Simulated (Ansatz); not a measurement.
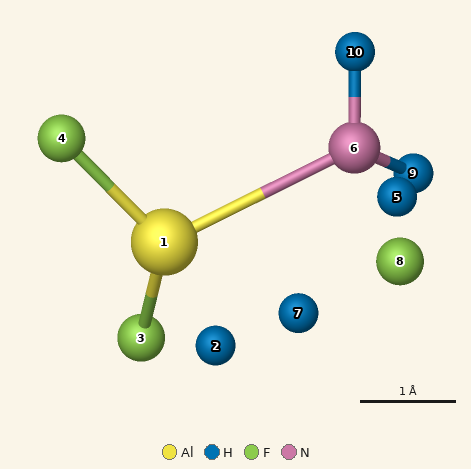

Figure 1. The starting structure (ball-and-stick view, seen at a tilt; atoms are numbered from 1 in the order of the input). Sticks mark near contacts. Bond lengths as drawn: Al–F 1.64 Å, Al–N 2.24 Å and H–N 1.01 Å.

# AlNH$_{5}$F$_{3}$: geometry relaxation (part 1 of 2)

- system: AlNH$_{5}$F$_{3}$
- method: RKS r2SCAN-D4/def2-SVP (Ansatz 0.2.0)

The input holds or restrains some coordinates. It belongs to a series of runs on one base structure; here: pulled along the bonds that form and break, towards end B. Figures and captions count atoms from 1; the log counts them from 0 in places.

### The input
```yaml
crystal:
  periodic: [false, false, false]
  atoms:
    - { symbol: Al, position_ang: [-0.641, -0.7944, 0.8515] }
    - { symbol: H, position_ang: [1.357, -0.9152, 0.8576] }
    - { symbol: F, position_ang: [-1.255, -2.239, 0.3751] }
    - { symbol: F, position_ang: [-1.0262, -0.003, 2.2367] }
    - { symbol: H, position_ang: [0.6844, 0.8496, -0.831] }
    - { symbol: "N", position_ang: [-0.6421, 0.6871, -0.8239] }
    - { symbol: H, position_ang: [1.6857, -0.2115, 0.2558] }
    - { symbol: F, position_ang: [1.8451, 0.6716, -0.5529] }
    - { symbol: H, position_ang: [-0.9385, 0.3716, -1.7365] }
    - { symbol: H, position_ang: [-1.0695, 1.5832, -0.6323] }
basis:
  gaussian: { orbitals: def2-SVP }
hamiltonian:
  xc: r2scan
  dispersion: d4
relax:
  f_tol: 0.15
  max_steps: 25
  restrain:
    - { distance: [0, 5], at: 1.92, k: 30.0 }
    - { distance: [4, 7], at: 0.88, k: 30.0 }
    - { distance: [6, 1], at: 0.62, k: 30.0 }
    - { distance: [0, 1], at: 2.82, k: 30.0 }
    - { distance: [4, 5], at: 2.32, k: 30.0 }
    - { distance: [6, 7], at: 2.18, k: 30.0 }
output:
  orbitals: {}
```

Machine: 2 threads of Intel Xeon (Granite Rapids), 16 GiB of memory available, shared host.

Launched with:
```bash
ansatz run input.yaml --threads 2 --pin off --max-ram 3072MiB --backend cpu --events-out ev --progress --plain --runs-dir out
```

### The program's output
```
The last accepted step is kept in [file] (removed where the run ends without a failure and the disk answers)
Engine: ansatz 0.2.0, x86_64-unknown-linux-gnu
Functional definition: r2SCAN
  parameter k0 = 0.174
  parameter k1 = 0.065
  parameter a1 = 4.9479
  exchange = r2scan_x(k0 = k0, k1 = k1, a1 = a1)
  correlation = r2scan_c
1099 factors; their error is unknown
mean field evaluation 1: about -16299.1731 eV, gradient 7.2e1 eV
mean field evaluation 2: about -16280.7079 eV, gradient 1.2e2 eV
mean field evaluation 4: about -16308.2607 eV, gradient 4.9e0 eV
mean field evaluation 8: about -16308.3093 eV, gradient 1.0e-1 eV
mean field evaluation 16: about -16308.2468 eV, gradient 1.5e-4 eV
mean field -16308.24682984 eV, -599.3170168698 hartree, gradient 4.3e-5 eV, S^2 0.000000; 0 other end points of the search recorded, 0 dependent functions left out
the calculation of the forces begins
reference -16308.24684218 eV, -599.3170173234 hartree; 26, 26 occupied and 73, 73 virtual orbitals, 1099 factors
relax step   1: F+E_penalty+E_count = -16308.28714652 eV  Δ(F+E_penalty+E_count) = +0.000e0 eV  max|allowed force component| = 2.434e0 eV/Å  E_restraint = 43.80337997 eV  max|allowed force component, restraints' pulls added| = 3.688e1 eV/Å  Δτ_max = 0.0000 Å  (28 SCF iters, accepted)
  distance Al 0 - N 5 = 2.2365 Å
  distance H 4 - F 7 = 1.2068 Å
  distance H 6 - H 1 = 0.9825 Å
  distance Al 0 - H 1 = 2.0017 Å
  distance H 4 - N 5 = 1.3364 Å
  distance H 6 - F 7 = 1.2080 Å
these checks for a lower state are left out or cut short: starts, cluster_reference, orbital_swaps, neighbouring_geometries, increment
1099 factors; their error is unknown
mean field -16308.18621257 eV, -599.3147892261 hartree, gradient 8.2e-6 eV, S^2 0.000000; 0 other end points of the search recorded, 0 dependent functions left out
[... from here on the field's lines of each further geometry are left out, up to the last ...]
relax step   2: F+E_penalty+E_count = -16308.22530132 eV  Δ(F+E_penalty+E_count) = +6.185e-2 eV  max|allowed force component| = 2.554e0 eV/Å  E_restraint = 16.95105054 eV  max|allowed force component, restraints' pulls added| = 2.495e1 eV/Å  Δτ_max = 0.1950 Å  (34 SCF iters, accepted)
relax step   3: F+E_penalty+E_count = -16308.04948018 eV  Δ(F+E_penalty+E_count) = +1.758e-1 eV  max|allowed force component| = 6.098e0 eV/Å  E_restraint = 3.37206735 eV  max|allowed force component, restraints' pulls added| = 8.063e0 eV/Å  Δτ_max = 0.1950 Å  (33 SCF iters, accepted)
relax step   4: F+E_penalty+E_count = -16308.42611015 eV  Δ(F+E_penalty+E_count) = -3.766e-1 eV  max|allowed force component| = 3.252e0 eV/Å  E_restraint = 0.15267831 eV  max|allowed force component, restraints' pulls added| = 1.987e0 eV/Å  Δτ_max = 0.1993 Å  (28 SCF iters, accepted)
relax step   5: F+E_penalty+E_count = -16308.53868002 eV  Δ(F+E_penalty+E_count) = -1.126e-1 eV  max|allowed force component| = 1.685e0 eV/Å  E_restraint = 0.19929177 eV  max|allowed force component, restraints' pulls added| = 7.425e-1 eV/Å  Δτ_max = 0.1991 Å  (35 SCF iters, accepted)
relax step   6: F+E_penalty+E_count = -16308.57991963 eV  Δ(F+E_penalty+E_count) = -4.124e-2 eV  max|allowed force component| = 1.803e0 eV/Å  E_restraint = 0.16733987 eV  max|allowed force component, restraints' pulls added| = 5.204e-1 eV/Å  Δτ_max = 0.2000 Å  (28 SCF iters, accepted)
relax step   7: F+E_penalty+E_count = -16308.60195110 eV  Δ(F+E_penalty+E_count) = -2.203e-2 eV  max|allowed force component| = 1.875e0 eV/Å  E_restraint = 0.17838135 eV  max|allowed force component, restraints' pulls added| = 1.284e-1 eV/Å  Δτ_max = 0.1769 Å  (27 SCF iters, accepted)
relax step   8: F+E_penalty+E_count = -16308.63026564 eV  Δ(F+E_penalty+E_count) = -2.831e-2 eV  max|allowed force component| = 1.356e0 eV/Å  E_restraint = 0.26363378 eV  max|allowed force component, restraints' pulls added| = 1.442e0 eV/Å  Δτ_max = 0.1745 Å  (29 SCF iters, rejected (line search))
relax step   9: F+E_penalty+E_count = -16308.61624960 eV  Δ(F+E_penalty+E_count) = -1.430e-2 eV  max|allowed force component| = 1.818e0 eV/Å  E_restraint = 0.19219603 eV  max|allowed force component, restraints' pulls added| = 1.066e0 eV/Å  Δτ_max = 0.0855 Å  (28 SCF iters, accepted)
relax step  10: F+E_penalty+E_count = -16308.61654288 eV  Δ(F+E_penalty+E_count) = -2.933e-4 eV  max|allowed force component| = 1.806e0 eV/Å  E_restraint = 0.17759275 eV  max|allowed force component, restraints' pulls added| = 5.223e-2 eV/Å  Δτ_max = 0.1000 Å  (28 SCF iters, accepted)
relax step  11: F+E_penalty+E_count = -16308.62022234 eV  Δ(F+E_penalty+E_count) = -3.679e-3 eV  max|allowed force component| = 1.817e0 eV/Å  E_restraint = 0.21084180 eV  max|allowed force component, restraints' pulls added| = 2.063e0 eV/Å  Δτ_max = 0.1463 Å  (28 SCF iters, rejected (line search))
the calculation of the forces begins
reference -16308.58111291 eV, -599.3293015461 hartree; 26, 26 occupied and 73, 73 virtual orbitals, 1099 factors
relax step  12: F+E_penalty+E_count = -16308.61875175 eV  Δ(F+E_penalty+E_count) = -2.209e-3 eV  max|allowed force component| = 1.782e0 eV/Å  E_restraint = 0.17830982 eV  max|allowed force component, restraints' pulls added| = 1.369e-1 eV/Å  Δτ_max = 0.0602 Å  (29 SCF iters, accepted)
```

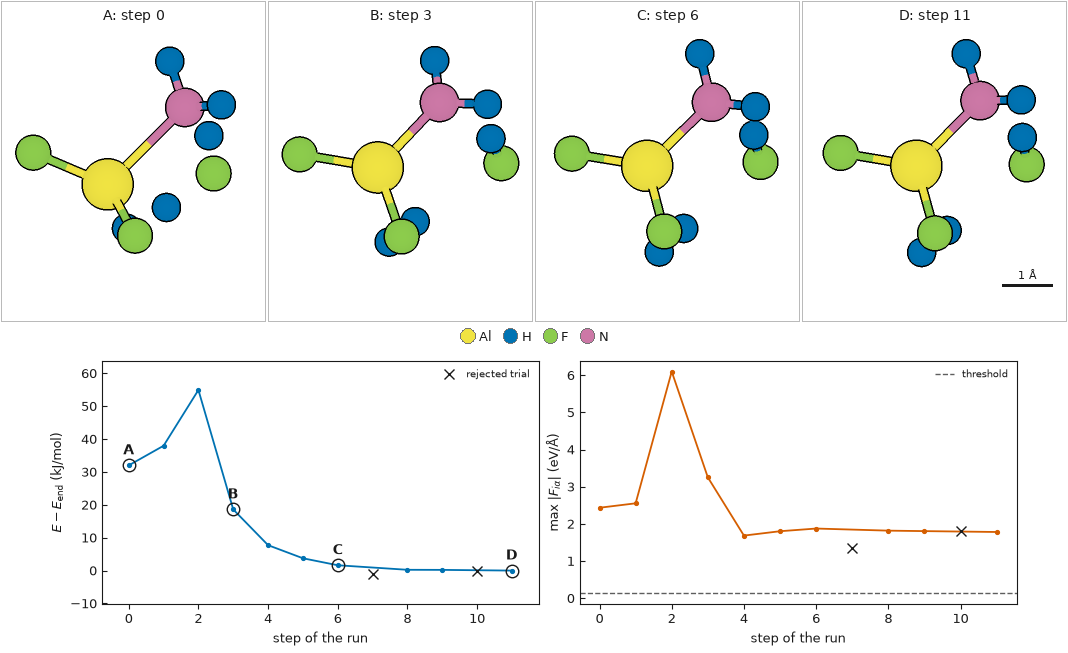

Figure 2. Frames of the restrained relaxation (ball-and-stick view, seen at a tilt) above the curves, on which the letters mark them (the first geometry is step 0 here and step 1 in the log).

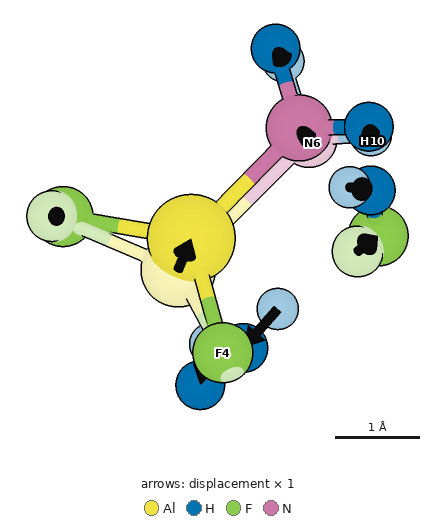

Figure 3. Start (faint) and end (solid) with the displacements as black arrows, at true length (ball-and-stick view, seen at a tilt). The two geometries are laid on each other by the best rigid fit. The largest move after the best rigid fit is that of H7, 0.62 Å. By element the largest moves are H 0.62 Å, Al 0.49 Å, F 0.45 Å, N 0.42 Å. Among the contacts that change: Al1–N6 2.236 → 1.863 Å, H5–F8 1.207 → 0.916 Å, H2–H7 0.983 → 0.705 Å, Al1–F3 1.640 → 1.652 Å. New bonds form: H2–H7 (0.98 → 0.70 Å), H5–F8 (1.21 → 0.92 Å). Among the angles that change: F4–Al1–N6 108.2° → 119.5°, F3–Al1–N6 111.4° → 119.5°, F3–Al1–F4 125.6° → 120.9°. After 11 geometry steps the energy has fallen by 32.0 kJ/mol. Largest force component: 2.4 eV/Å at the start, 1.8 eV/Å at the end. The line search rejected the trial steps at points 7, 10 (counted from 0) and went back. (Atoms are counted from 1 in the order of the input.)

```
  distance Al 0 - N 5 = 1.8630 Å
  distance H 4 - F 7 = 0.9161 Å
  distance H 6 - H 1 = 0.7046 Å
  distance Al 0 - H 1 = 2.8147 Å
  distance H 4 - N 5 = 2.3077 Å
  distance H 6 - F 7 = 2.1826 Å
1099 factors; their error is unknown
mean field -16308.58110064 eV, -599.3293010951 hartree, gradient 1.5e-5 eV, S^2 0.000000; 1 other end points of the search recorded, 0 dependent functions left out
the calculation of the forces begins
reference -16308.58111291 eV, -599.3293015461 hartree; 26, 26 occupied and 73, 73 virtual orbitals, 1099 factors
Total energy: -16308.61876403 eV, -599.3306851992 hartree
Atom 0 at    -0.988811    -0.572806     0.616220 Å, force     0.109303     1.173519    -1.254841 eV/Å
Atom 1 at     1.712546    -1.087349     1.216481 Å, force    -0.439319    -1.640388     1.782098 eV/Å
Atom 2 at    -0.999520    -2.185136     0.256937 Å, force    -0.003816    -0.001121    -0.007925 eV/Å
Atom 3 at    -1.016260    -0.053005     2.184507 Å, force    -0.007120    -0.000383    -0.013913 eV/Å
Atom 4 at     1.204701     0.973055    -1.044271 Å, force    -1.339581     0.077126    -0.123797 eV/Å
Atom 5 at    -1.066579     0.674557    -0.765351 Å, force     0.466691    -1.123640     1.245904 eV/Å
Atom 6 at     1.790861    -0.613908     0.700615 Å, force     0.270132     1.622603    -1.767148 eV/Å
Atom 7 at     2.098929     0.854078    -0.884956 Å, force     0.930513    -0.085779     0.123926 eV/Å
Atom 8 at    -1.358952     0.383192    -1.696052 Å, force     0.004587     0.028628     0.028637 eV/Å
Atom 9 at    -1.377014     1.627323    -0.584031 Å, force     0.008609    -0.050566    -0.012940 eV/Å
Dipole moment:    -0.515490     0.301918    -0.350746 e Å
```

### Trajectory as extended XYZ (Å, eV, eV/Å), 12 frames, from step=1 to step=12
```
10
Properties=species:S:1:pos:R:3:forces:R:3 step=1 energy=-16308.28715
Al   -0.6410   -0.7944    0.8515    1.7475   1.9363  -2.1723
H     1.3570   -0.9152    0.8576   -1.1737  -0.1106   0.1177
F    -1.2550   -2.2390    0.3751   -0.1784  -0.4474  -0.1002
F    -1.0262   -0.0030    2.2367   -0.1868   0.1637   0.4281
H     0.6844    0.8496   -0.8310   -1.8330  -0.4696   0.1331
N    -0.6421    0.6871   -0.8239    2.4345  -1.4101   2.0262
H     1.6857   -0.2115    0.2558   -0.5389   0.2352  -0.2763
F     1.8451    0.6716   -0.5529    0.3655   0.0159   0.0695
H    -0.9385    0.3716   -1.7365   -0.2790  -0.2153  -0.3671
H    -1.0695    1.5832   -0.6323   -0.3575   0.3020   0.1412
10
Properties=species:S:1:pos:R:3:forces:R:3 step=2 energy=-16308.22530
Al   -0.8082   -0.7217    0.7825    0.3491   2.3365  -2.5535
H     1.5479   -0.9110    0.8443   -0.8906  -1.5275   1.3117
F    -1.2627   -2.2510    0.3747    0.1781  -0.1891   0.1026
F    -1.0332   -0.0005    2.2478    0.1181  -0.1238   0.1198
H     0.8531    0.8679   -0.8301    0.7357  -0.3997   0.4030
N    -0.7900    0.6195   -0.7661    1.2516  -1.3663   1.7884
H     1.6563   -0.3361    0.3686   -0.0422   0.7476  -0.6378
F     1.8742    0.7776   -0.6485   -1.2657   0.9105  -0.9147
H    -0.9526    0.3682   -1.7417   -0.2251  -0.2299   0.1872
H    -1.0848    1.5872   -0.6312   -0.2090  -0.1583   0.1933
```
